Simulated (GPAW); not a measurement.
# Core-hole calculation of the Cu K edge in CuAgO2 (Pmmm), part 3 of 3

Aim: the dependence of the Cu K near-edge features of CuAgO2 (Pmmm) on volume.

GPAW 26.7.0; X-ray absorption from dipole matrix elements to empty bands, plane-wave PAW LDA.

So far. Step 4 (Spectrum with XCH, Cu atom 3): The total-energy difference is 8960.85 eV. The tabulated edge of the element is 8979 eV. The functional leaves an error in such absolute values: in the free atom LDA prices this hole 18.3 eV below PBE (computed apart), and PBE is itself good to a few eV. Step 6 (Spectrum with XCH, Cu atom 3): The scaled spectrum changes by 4 % r.m.s. The highest intensity below 24 eV goes from 16.8 eV (2.11) to 17.2 eV (2.12).

## Step 7: Supercell without a hole, the energy reference

Level of this step: plane-wave PAW DFT, LDA, self-consistent field (GPAW).

The cell changes for the next run, so it gets a reference energy of its own.

The cell differs from the one that the last finished run ended in (a 5.576 → 5.743 Å, b 6.296 → 6.485 Å, c 6.296 → 6.485 Å).

scf.py

```python
import numpy as np
from ase import Atoms
from ase.parallel import parprint, paropen
from gpaw import GPAW, PW, FermiDirac, Mixer, MixerDif, setup_paths
from gpaw.test import gen
setup_paths.insert(0, '.')
gen('Cu', name='nch1s', xcname='LDA', corehole=(1, 0, 0), write_xml=True)
from gpaw.mpi import world
world.barrier()

atoms = Atoms('Ag4Cu4O8',
    cell=[[5.74336241, 0, 0],
     [0, 3.41967187, 5.5101684],
     [0, -3.41967187, 5.5101684]],
    scaled_positions=[[0, 0, 0],
     [0.5, 0.5, 0.5],
     [0.5, 0, 0],
     [0, 0.5, 0.5],
     [0.25, 0.5, 0],
     [0.75, 0, 0.5],
     [0.75, 0.5, 0],
     [0.25, 0, 0.5],
     [0.5, 0.11457511, 0.61457511],
     [0, 0.61457511, 0.11457511],
     [0.5, 0.61457511, 0.11457511],
     [0, 0.11457511, 0.61457511],
     [0.5, 0.88542489, 0.38542489],
     [0, 0.38542489, 0.88542489],
     [0.5, 0.38542489, 0.88542489],
     [0, 0.88542489, 0.38542489]],
    magmoms=[0.0, 0.0, 0.0, 0.0, 1.0, 1.0, -1.0, -1.0, 0.0, 0.0, 0.0, 0.0, 0.0, 0.0, 0.0, 0.0],
    pbc=True)
atoms.calc = calc = GPAW(legacy_gpaw=True, mode=PW(500), xc='LDA', setups={4: 'nch1s'},
    kpts={'size': (3, 3, 3), 'gamma': True}, occupations=FermiDirac(0.1),
    charge=0, mixer=MixerDif(0.05, 8, 50), maxiter=150,
    convergence={'density': 0.0001}, txt='scf.txt')
energy = atoms.get_potential_energy() + calc.get_reference_energy()
ef = calc.get_fermi_level()
out = dict(energy=energy, fermi=ef, forces=atoms.get_forces().tolist(), magmoms=atoms.get_magnetic_moments().tolist())
parprint(f'all-electron energy {energy:.4f} eV, Fermi level {ef:.4f} eV')
ev = np.array([[calc.get_eigenvalues(k, s) for k in range(len(calc.get_ibz_k_points()))] for s in range(calc.get_number_of_spins())])
out['homo'], out['lumo'], out['counts'] = ev[ev < ef].max(), ev[ev > ef].min(), sorted(set((ev < ef).sum((0, 2)).tolist()))
out['filled'] = (ev[:, 0] < ef).sum(1).tolist()
import json
with paropen('out.json', 'w') as f:
    json.dump(out, f)
```

Command:

```console
OMP_NUM_THREADS=1 mpirun -n 2 gpaw python scf.py
```

Numbers of over 12 decimals in the logs are rounded to 6 here.

What it wrote:

```text
Input parameters:
  convergence: {density: 0.0001}
  kpts: {gamma: True,
         size: (3, 3, 3)}
  maxiter: 150
  mixer: {backend: pulay,
          beta: 0.05,
          method: difference,
          nmaxold: 8,
          weight: 50}
  mode: {ecut: 500.0,
         name: pw}
  occupations: {fixmagmom: False,
                name: fermi-dirac,
                width: 0.1}
  setups: {4: nch1s}

Initialize ...

[...]
*s    :     0.821514
4p(0) :    -0.028757     1.001617
*p    :     0.971243
3d(10):    -0.195673     0.277238
*d    :     0.804327
--------------------------------

Diagonalizing with gridspacing h=0.050

state   all-electron     PAW
-------------------------------
4s:      -0.178486    -0.178572
4p:      -0.028757    -0.028678
3d:      -0.195673    -0.196155
*f:                    0.071609
-------------------------------
all-electron energy -773968.9662 eV, Fermi level 4.1274 eV
[key lines of the parts left out:]
Converged after 22 iterations.
Dipole moment: (0.000000, -0.000000, -0.000000) |e|*Ang
Free energy:    -83.321309
Fermi level: 4.12740
```

Wall time 4.6 min (2 MPI ranks of Arm Neoverse V1, shared host); peak memory 0.57 GiB; 9.2 min of CPU time.

Reference energy: -773968.966 eV with the cores included.

## Step 8: Spectrum with XCH, Cu atom 3

Shorter bonds are expected to push antibonding states and scattering resonances up, and longer ones down; the cell is scaled to test that.

Changed against the first core-hole run: volume scale from 1 to 1.06.

xas.py

```python
import numpy as np
from ase import Atoms
from ase.parallel import parprint, paropen
from gpaw import GPAW, PW, FermiDirac, Mixer, MixerDif, setup_paths
from gpaw.test import gen
setup_paths.insert(0, '.')
gen('Cu', name='fch1s', xcname='LDA', corehole=(1, 0, 1), write_xml=True)
from gpaw.mpi import world
world.barrier()

atoms = Atoms('Ag4Cu4O8',
    cell=[[5.74336241, 0, 0],
     [0, 3.41967187, 5.5101684],
     [0, -3.41967187, 5.5101684]],
    scaled_positions=[[0, 0, 0],
     [0.5, 0.5, 0.5],
     [0.5, 0, 0],
     [0, 0.5, 0.5],
     [0.25, 0.5, 0],
     [0.75, 0, 0.5],
     [0.75, 0.5, 0],
     [0.25, 0, 0.5],
     [0.5, 0.11457511, 0.61457511],
     [0, 0.61457511, 0.11457511],
     [0.5, 0.61457511, 0.11457511],
     [0, 0.11457511, 0.61457511],
     [0.5, 0.88542489, 0.38542489],
     [0, 0.38542489, 0.88542489],
     [0.5, 0.38542489, 0.88542489],
     [0, 0.88542489, 0.38542489]],
    magmoms=[0.0, 0.0, 0.0, 0.0, 1.0, 1.0, -1.0, -1.0, 0.0, 0.0, 0.0, 0.0, 0.0, 0.0, 0.0, 0.0],
    pbc=True)
atoms.calc = calc = GPAW(legacy_gpaw=True, mode=PW(500), xc='LDA', setups={4: 'fch1s'},
    kpts={'size': (3, 3, 3), 'gamma': True}, occupations=FermiDirac(0.1),
    charge=-1, mixer=MixerDif(0.05, 8, 50), maxiter=150,
    convergence={'density': 0.0001}, txt='scf.txt')
energy = atoms.get_potential_energy() + calc.get_reference_energy()
ef = calc.get_fermi_level()
out = dict(energy=energy, fermi=ef, forces=atoms.get_forces().tolist(), magmoms=atoms.get_magnetic_moments().tolist())
parprint(f'all-electron energy {energy:.4f} eV, Fermi level {ef:.4f} eV')
ev = np.array([[calc.get_eigenvalues(k, s) for k in range(len(calc.get_ibz_k_points()))] for s in range(calc.get_number_of_spins())])
out['homo'], out['lumo'], out['counts'] = ev[ev < ef].max(), ev[ev > ef].min(), sorted(set((ev < ef).sum((0, 2)).tolist()))
out['filled'] = (ev[:, 0] < ef).sum(1).tolist()

from ase.units import Ha
from gpaw.xas import dipole_matrix_elements
nb = int(calc.get_number_of_electrons() / 2) + 131
top, nb = nb, nb + 8 + nb // 12
nscf = calc.fixed_density(kpts={'size': (3, 3, 3), 'gamma': True}, nbands=nb,
    convergence={'bands': top, 'eigenstates': 1e-5}, maxiter=60, txt='nscf.txt')
cell = atoms.cell.array
ops = [cell.T @ U.T @ np.linalg.inv(cell.T) for U in nscf.wfs.kd.symmetry.op_scc]
E = np.arange(-6, 34, 0.1)
fwhm = np.interp(E, [4, 25], [1.55, 3.5])
Y, X, zero, highest = 0, 0, 1e9, 1e9
for spin in range(nscf.get_number_of_spins()):
    wfs = nscf.wfs
    A = dipole_matrix_elements(wfs.setups[4])
    eps = np.zeros((wfs.kd.nibzkpts, nb))
    d = np.zeros((3, A.shape[1], wfs.kd.nibzkpts, nb), complex)
    for kpt in wfs.kpt_u:
        if kpt.s == spin and 4 in kpt.P_ani:
            eps[kpt.k] = kpt.eps_n * Ha
            d[:, :, kpt.k] = (kpt.weight * wfs.nspins / 2) ** 0.5 * np.inner(A, kpt.P_ani[4])
    world.sum(eps)
    world.sum(d)
    T = np.einsum('amkn,bmkn->abkn', d, d.conj()).real
    T = sum(np.einsum('ai,ijkn,bj->abkn', R, T, R) for R in ops) / len(ops)
    empty = eps > ef
    zero, highest = min(zero, eps[empty].min()), min(highest, eps[:, top - 1].min())
    lines = [(eps, T, empty)] if spin == 0 else lines + [(eps, T, empty)]
for eps, T, empty in lines:
    f = np.einsum('aakn->akn', T).reshape(3, -1)
    x = eps.ravel() - zero
    w = np.interp(x, E, fwhm) / 2.35482
    g = np.exp(-0.5 * ((E[:, None] - x) / w) ** 2) / (w * (2 * np.pi) ** 0.5)
    Y = Y + (f * empty.ravel()) @ g.T
    X = X + (f * ~empty.ravel()) @ g.T
out.update(E=E.round(2).tolist(), xas=Y.tolist(), xes=X.tolist(), zero=zero, valid=highest - zero, nk=len(eps), nb=nb)
for i in range(0, len(E), 10):
    parprint(f'{E[i]:7.2f}', *(f'{v:10.3e}' for v in Y[:, i]))
import json
with paropen('out.json', 'w') as f:
    json.dump(out, f)
```

Command:

```console
OMP_NUM_THREADS=1 mpirun -n 2 gpaw python xas.py
```

What it wrote:

```text
Input parameters:
  charge: -1
  convergence: {density: 0.0001}
  kpts: {gamma: True,
         size: (3, 3, 3)}
  maxiter: 150
  mixer: {backend: pulay,
          beta: 0.05,
          method: difference,
          nmaxold: 8,
          weight: 50}
  mode: {ecut: 500.0,
         name: pw}
  occupations: {fixmagmom: False,
                name: fermi-dirac,
                width: 0.1}
  setups: {4: fch1s}

[...]
4s:      -0.517664    -0.517809
4p:      -0.294182    -0.294289
3d:      -0.747943    -0.748405
*f:                   -0.018700
-------------------------------
all-electron energy -765008.2967 eV, Fermi level 4.1638 eV
  -6.00  5.753e-28  1.959e-28  1.401e-27
  -5.00  2.433e-22  9.993e-23  5.181e-22
  -4.00  1.087e-17  5.098e-18  2.000e-17
  -3.00  5.171e-14  2.606e-14  8.171e-14
[...]
32.00  3.871e-07  3.517e-07  3.136e-07
  33.00  3.664e-07  3.048e-07  3.044e-07
[key lines of the parts left out:]
Converged after 20 iterations.
Dipole moment: (-0.106483, 0.000000, -0.000000) |e|*Ang
Free energy:   -121.548827
Fermi level: 4.16378
```

Wall time 10 min (2 MPI ranks); peak memory 0.96 GiB.

| E (eV) | first run | this run |
| --- | --- | --- |
| -2.0 | 0.00 | 0.00 |
| -1.0 | 0.00 | 0.00 |
| 0.0 | 0.02 | 0.02 |
| 1.0 | 0.02 | 0.02 |
| 2.0 | 0.05 | 0.04 |
| 3.0 | 0.26 | 0.23 |
| 4.0 | 0.70 | 0.66 |
| 5.0 | 0.71 | 0.71 |
| 6.0 | 0.37 | 0.36 |
| 7.0 | 0.21 | 0.24 |
| 8.0 | 0.32 | 0.39 |
| 9.0 | 0.62 | 0.75 |
| 10.0 | 1.13 | 1.26 |
| 11.0 | 1.53 | 1.50 |
| 12.0 | 1.42 | 1.38 |
| 13.0 | 1.34 | 1.43 |
| 14.0 | 1.48 | 1.61 |
| 15.0 | 1.67 | 1.86 |
| 16.0 | 1.98 | 2.07 |
| 17.0 | 2.10 | 1.95 |
| 18.0 | 1.85 | 1.59 |
| 19.0 | 1.50 | 1.28 |
| 20.0 | 1.24 | 1.13 |
| 21.0 | 1.15 | 1.15 |
| 22.0 | 1.24 | 1.29 |
| 23.0 | 1.38 | 1.36 |
| 24.0 | 1.39 | 1.29 |
| 25.0 | 1.29 | 1.16 |
| 26.0 | 1.17 | 1.08 |
| 27.0 | 1.10 | 1.08 |
| 28.0 | 1.11 | 1.11 |
| 29.0 | 1.15 | 1.11 |
| 30.0 | 1.15 | 1.10 |
| 31.0 | 1.15 | 1.11 |
| 32.0 | 1.15 | 1.09 |

Against the first run the r.m.s. difference is 8 %. The highest intensity below 24 eV goes from 16.8 eV (2.11) to 16.2 eV (2.08).

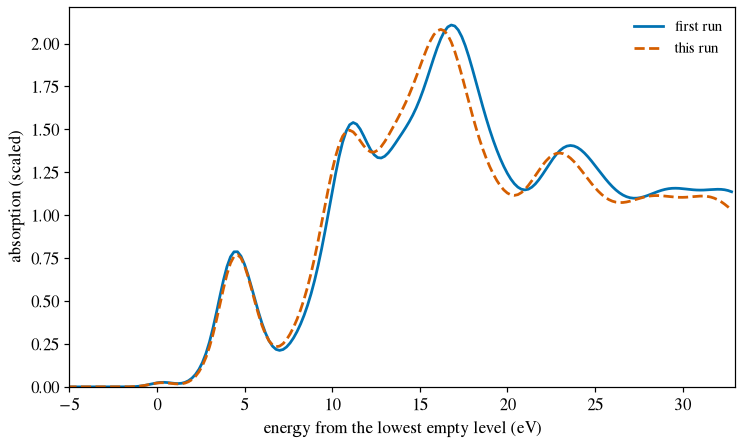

The effect of the change (volume scale from 1 to 1.06).

The photon energy of the zero moves by -0.18 eV.

## Step 9: Supercell without a hole, the energy reference

The cell changes for the next run, so it gets a reference energy of its own.

The cell differs from the one that the last finished run ended in (a 5.743 → 5.797 Å, b 6.485 → 6.546 Å, c 6.485 → 6.546 Å).

Edit scf.py of step 7 so:

```diff
@@ -11,5 +11,5 @@
 atoms = Atoms('Ag4Cu4O8',
-    cell=[[5.74336241, 0, 0],
-     [0, 3.41967187, 5.5101684],
-     [0, -3.41967187, 5.5101684]],
+    cell=[[5.7970418, 0, 0],
+     [0, 3.45163327, 5.56166828],
+     [0, -3.45163327, 5.56166828]],
     scaled_positions=[[0, 0, 0],
```

Command:

```console
OMP_NUM_THREADS=1 mpirun -n 2 gpaw python scf.py
```

What it wrote:

```text
Input parameters:
  convergence: {density: 0.0001}
  kpts: {gamma: True,
         size: (3, 3, 3)}
  maxiter: 150
  mixer: {backend: pulay,
          beta: 0.05,
          method: difference,
          nmaxold: 8,
          weight: 50}
  mode: {ecut: 500.0,
         name: pw}
  occupations: {fixmagmom: False,
                name: fermi-dirac,
                width: 0.1}
  setups: {4: nch1s}

Initialize ...

[...]
*s    :     0.821514
4p(0) :    -0.028757     1.001617
*p    :     0.971243
3d(10):    -0.195673     0.277238
*d    :     0.804327
--------------------------------

Diagonalizing with gridspacing h=0.050

state   all-electron     PAW
-------------------------------
4s:      -0.178486    -0.178572
4p:      -0.028757    -0.028678
3d:      -0.195673    -0.196155
*f:                    0.071609
-------------------------------
all-electron energy -773968.4361 eV, Fermi level 3.7727 eV
[key lines of the parts left out:]
Converged after 24 iterations.
Dipole moment: (-0.000000, 0.000000, -0.000000) |e|*Ang
Free energy:    -82.794687
Fermi level: 3.77273
```

Wall time 4.9 min (2 MPI ranks); peak memory 0.6 GiB.

Reference energy: -773968.436 eV with the cores included.

## Step 10: Spectrum with XCH, Cu atom 3

Shorter bonds are expected to push antibonding states and scattering resonances up, and longer ones down; the cell is scaled to test that.

Changed against the first core-hole run: volume scale from 1 to 1.09.

Edit xas.py of step 8 so:

```diff
@@ -11,5 +11,5 @@
 atoms = Atoms('Ag4Cu4O8',
-    cell=[[5.74336241, 0, 0],
-     [0, 3.41967187, 5.5101684],
-     [0, -3.41967187, 5.5101684]],
+    cell=[[5.7970418, 0, 0],
+     [0, 3.45163327, 5.56166828],
+     [0, -3.45163327, 5.56166828]],
     scaled_positions=[[0, 0, 0],
@@ -46,3 +46,3 @@
 from gpaw.xas import dipole_matrix_elements
-nb = int(calc.get_number_of_electrons() / 2) + 131
+nb = int(calc.get_number_of_electrons() / 2) + 135
 top, nb = nb, nb + 8 + nb // 12
```

Command:

```console
OMP_NUM_THREADS=1 mpirun -n 2 gpaw python xas.py
```

What it wrote:

```text
Input parameters:
  charge: -1
  convergence: {density: 0.0001}
  kpts: {gamma: True,
         size: (3, 3, 3)}
  maxiter: 150
  mixer: {backend: pulay,
          beta: 0.05,
          method: difference,
          nmaxold: 8,
          weight: 50}
  mode: {ecut: 500.0,
         name: pw}
  occupations: {fixmagmom: False,
                name: fermi-dirac,
                width: 0.1}
  setups: {4: fch1s}

[...]
4s:      -0.517664    -0.517809
4p:      -0.294182    -0.294289
3d:      -0.747943    -0.748405
*f:                   -0.018700
-------------------------------
all-electron energy -765007.8462 eV, Fermi level 3.8092 eV
  -6.00  5.456e-28  1.940e-28  1.390e-27
  -5.00  2.338e-22  9.813e-23  5.147e-22
  -4.00  1.056e-17  4.963e-18  1.989e-17
  -3.00  5.068e-14  2.515e-14  8.127e-14
[...]
32.00  3.768e-07  3.289e-07  3.098e-07
  33.00  3.425e-07  2.834e-07  3.016e-07
[key lines of the parts left out:]
Converged after 21 iterations.
Dipole moment: (-0.110370, 0.000000, -0.000000) |e|*Ang
Free energy:   -121.100987
Fermi level: 3.80920
```

Wall time 11 min (2 MPI ranks); peak memory 0.96 GiB; 22 min of CPU time.

| E (eV) | first run | this run |
| --- | --- | --- |
| -2.0 | 0.00 | 0.00 |
| -1.0 | 0.00 | 0.00 |
| 0.0 | 0.02 | 0.02 |
| 1.0 | 0.02 | 0.02 |
| 2.0 | 0.05 | 0.04 |
| 3.0 | 0.26 | 0.22 |
| 4.0 | 0.70 | 0.63 |
| 5.0 | 0.71 | 0.70 |
| 6.0 | 0.37 | 0.36 |
| 7.0 | 0.21 | 0.25 |
| 8.0 | 0.32 | 0.43 |
| 9.0 | 0.62 | 0.81 |
| 10.0 | 1.13 | 1.30 |
| 11.0 | 1.53 | 1.48 |
| 12.0 | 1.42 | 1.39 |
| 13.0 | 1.34 | 1.48 |
| 14.0 | 1.48 | 1.69 |
| 15.0 | 1.67 | 1.94 |
| 16.0 | 1.98 | 2.07 |
| 17.0 | 2.10 | 1.85 |
| 18.0 | 1.85 | 1.47 |
| 19.0 | 1.50 | 1.21 |
| 20.0 | 1.24 | 1.10 |
| 21.0 | 1.15 | 1.17 |
| 22.0 | 1.24 | 1.31 |
| 23.0 | 1.38 | 1.34 |
| 24.0 | 1.39 | 1.23 |
| 25.0 | 1.29 | 1.11 |
| 26.0 | 1.17 | 1.06 |
| 27.0 | 1.10 | 1.08 |
| 28.0 | 1.11 | 1.10 |
| 29.0 | 1.15 | 1.09 |
| 30.0 | 1.15 | 1.09 |
| 31.0 | 1.15 | 1.09 |
| 32.0 | 1.15 | 1.05 |

The scaled spectrum changes by 12 % r.m.s. The highest intensity below 24 eV goes from 16.8 eV (2.11) to 16.0 eV (2.07).

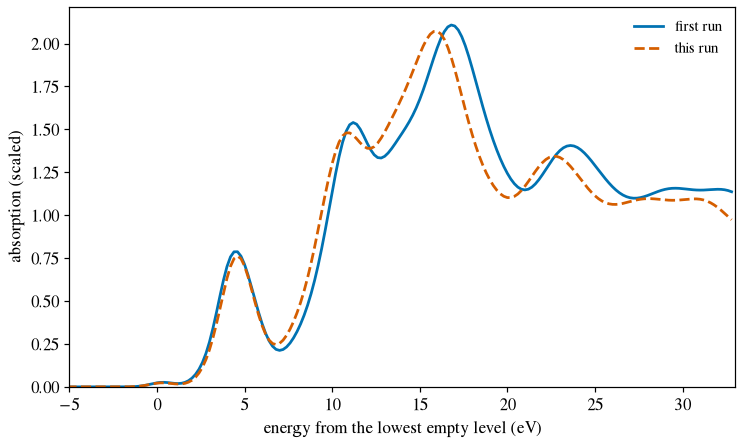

The effect of the change (volume scale from 1 to 1.09).

The photon energy of the zero moves by -0.26 eV.

## Step 11: The volumes side by side

| volume | nearest distance (Å) | shift of the zero (eV) | maximum 1 (eV above own zero) | maximum 2 (eV above own zero) | maximum 3 (eV above own zero) |
| --- | --- | --- | --- | --- | --- |
| 0.97 | 1.856 | +0.10 | 11.4 | 17.2 | 24.0 |
| 1 | 1.875 | +0.00 | 11.2 | 16.8 | 23.6 |
| 1.06 | 1.912 | -0.18 | 11.0 | 16.2 | 23.0 |
| 1.09 | 1.930 | -0.26 | 11.0 | 16.0 | 22.6 |

The curves, each shifted by its zero's change so that they share one photon-energy axis, counted from the zero at V × 1:

```
E (eV)  V × 0.97  V × 1  V × 1.06  V × 1.09
  -2.0      0.00   0.00      0.00      0.00
  -1.0      0.00   0.00      0.01      0.01
   0.0      0.02   0.02      0.02      0.02
   1.0      0.02   0.02      0.02      0.02
   2.0      0.05   0.05      0.06      0.06
   3.0      0.25   0.26      0.30      0.31
   4.0      0.70   0.70      0.71      0.72
   5.0      0.74   0.71      0.65      0.62
   6.0      0.40   0.37      0.31      0.30
   7.0      0.21   0.21      0.25      0.28
   8.0      0.28   0.32      0.44      0.51
   9.0      0.53   0.62      0.84      0.94
  10.0      1.01   1.13      1.34      1.39
  11.0      1.50   1.53      1.49      1.46
  12.0      1.48   1.42      1.37      1.39
  13.0      1.32   1.34      1.46      1.53
  14.0      1.41   1.48      1.65      1.75
  15.0      1.57   1.67      1.91      2.00
  16.0      1.85   1.98      2.08      2.05
  17.0      2.11   2.10      1.90      1.75
  18.0      2.00   1.85      1.52      1.39
  19.0      1.66   1.50      1.24      1.16
  20.0      1.35   1.24      1.12      1.10
  21.0      1.18   1.15      1.17      1.21
  22.0      1.20   1.24      1.31      1.33
  23.0      1.35   1.38      1.36      1.32
  24.0      1.43   1.39      1.27      1.20
  25.0      1.37   1.29      1.14      1.09
  26.0      1.24   1.17      1.08      1.06
  27.0      1.14   1.10      1.09      1.09
  28.0      1.11   1.11      1.11      1.10
  29.0      1.15   1.15      1.11      1.09
  30.0      1.18   1.15      1.10      1.09
  31.0      1.18   1.15      1.11      1.09
  32.0      1.17   1.15      1.08      1.02
```

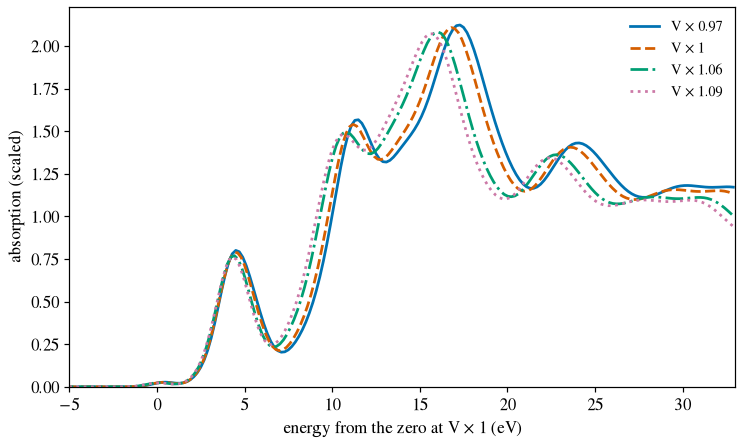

The edge at each volume, on one photon-energy scale.

## Step 12: Outcome

| Property | Result |
| --- | --- |
| absorber and edge | Cu K, atom 3 of the ground-state input (counted from 1) |
| surroundings | 4 O at 1.88 Å (square planar, site symmetry mmm) |
| highest intensity below 24 eV | 16.8 eV above the zero, height 2.11 |
| photon energy of the zero (spin-polarised hole, raw) | 8960.8 eV (LDA puts this hole about 18 eV below PBE, itself good to a few eV) |

**Reading.** From V × 0.97 to V × 1.09 the nearest distance grows by 0.074 Å and the zero moves by -0.36 eV. Above their own zero, the maxima move from 11.4 to 11.0 eV, from 17.2 to 16.0 eV and from 24.0 to 22.6 eV. The Cu K edge of atom 3, with 4 O at 1.88 Å (square planar, site symmetry mmm), has its highest intensity of the first 24 eV at 16.8 eV above the zero, near 8978 eV in photon energy (LDA puts this hole about 18 eV below PBE, itself good to a few eV), 2.1 times the mean level of the first 20 eV (Gaussian full width 1.55 eV up to 4 eV, rising linearly to 3.5 eV at 25 eV). At the Cu K edge of atom 3 polarisation matters most near 16.8 eV, where the curves differ by 4.0 on this scale. The strongest dipole feature below the main edge lies at 4.6 eV (height 0.79); the site has an inversion centre, so it comes from p states mixed with the neighbours' empty states, not from local p–d mixing. The hole lies in one spin channel, while the script sums the empty states of both and takes the lower zero; where the two channels are split, this blurs and shifts the curve. The script folds with a Gaussian, whereas the core hole's own line is a Lorentzian, so the onset is too steep and the first peak too high. The unit cell's mesh shows no gap over 0.35 eV. That is right for a metallic compound; for a small-gap or correlated insulator it would be the fault of the functional or of the assumed magnetic order, and the hole would be screened too well. The starting moments shrank to 0.00 μB or less, so this is hardly a magnetic state. The holes are only 5.6 Å apart, so the shape is probably not converged with cell size; no larger cell was run here. The mesh is coarse (0.37 Å⁻¹ between points), so small maxima may be mesh ripples. Lifetime broadening is put in by hand, and intensities beyond about 20 eV depend on it and on the partial waves. The structure is a computed Materials Project entry and may be a hypothetical form.

[Banner, clock and machine lines of the logs are left out without a mark of their own.]

[Logs are printed without paths, hosts, clocks, repeated set-up lines and the standing remarks that a program may print on its own settings, such as how far it seeks lower states.]

[Hosts, paths, dates, database ids (printed as entryN), source tags and the programs' standing remarks are cut or masked in the printed files.]

[Lists of maxima count a maximum above −3 eV only where it reaches 4 % of the highest in the window and stands out from its surroundings by 2 % of it (1.5 % where it reaches 55 %); shoulders and weaker maxima are passed over, and of the rest the first, up to two pre-edge ones and the few strongest are named.]
